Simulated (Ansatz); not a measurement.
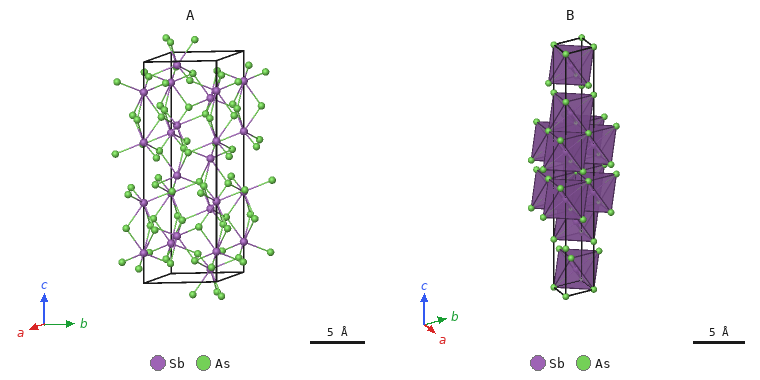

Two structures of Sb$_{2}$As$_{3}$, each relaxed to rest (conventional cells in solid outline, small ones repeated, not to one scale). Method: Ansatz 0.2.0, DFT PBE, scalar-relativistic, plane waves, PAW, without spin polarisation.

**What are A and B?**

A: 30 atoms a cell on a rhombohedral (trigonal R) lattice, R-3c. B: 15 atoms a cell on a rhombohedral (trigonal R) lattice, R-3m.

**Which structure wins energetically, and by what margin?**

B is lower, by 223 meV/atom at this level of theory (energies at zero smearing). Volumes: A 28.5, B 24.0 Å³/atom.

One or both may be structure types tried for this composition rather than known phases.
